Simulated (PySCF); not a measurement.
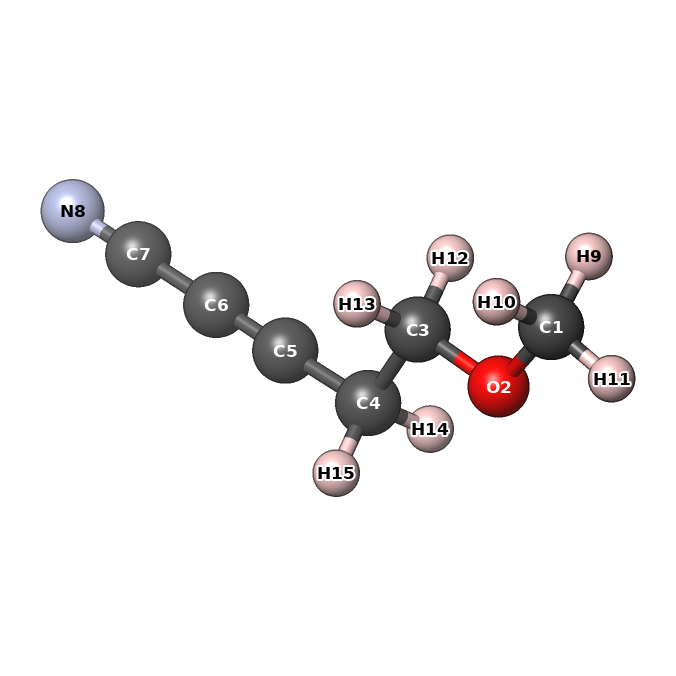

Computed geometry: GFN2-xTB optimisation. No frequency run is at hand to confirm it as a minimum. Level of theory: B3LYP/pcJ-1 indirect spin-spin coupling, non-relativistic, gas phase (PySCF 2.14.0). Isotopes: 13C, 1H, 15N, 17O.

Give the spin–spin coupling constants of these pairs, with the number of bonds between them: C7/N8, C6/N8, C5/N8.

```
  pair  bonds apart  J (Hz)
C7, N8            1   −25.3
C6, N8            2     4.6
C5, N8            3   −11.1
```
